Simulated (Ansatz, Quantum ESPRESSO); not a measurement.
# 1T-SnO2, 1 layer: the energy at a withheld member of a series

Method. Quantum ESPRESSO 7.5, PBE, GBRV ultrasoft. Cell and atoms are first relaxed; each strained cell is then held and the atoms relax in it. A periodic run with 15 Å of vacuum in the starting cell gives the vacuum levels, and bands follow along a path. The series steps biaxial strain. Energies count from the lowest.

| biaxial strain | energy (eV) |
| --- | --- |
| -4 % | 0.1994 |
| -3 % | 0.1168 |
| -1 % | 0.0185 |
| 0 % | 0.0000 |
| 1 % | 0.0003 |
| 2 % | 0.0185 |
| 3 % | 0.0528 |
| 4 % | 0.1027 |

To predict: What is the energy at −2 %?

By hand: The rows at -3 % and -1 % give a slope of (0.0185 − (0.1168))/(−1 − (−3)) = −0.04915, so a straight line gives 0.0677 eV. A parabola through these and the row at -4 % gives 0.0565 eV.

**Check.** 0.0570 eV. The line misses by +0.0106 and the parabola by −0.0005 eV. The parabola does better.

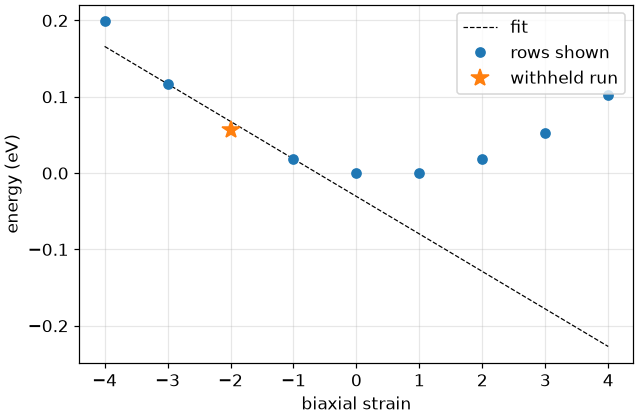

The rows shown, the fit and the withheld run.

Caveats: Semilocal gaps are too small; the 1×1 cell can't ripple over many cells under compression as a free sheet would. No spin-orbit coupling.
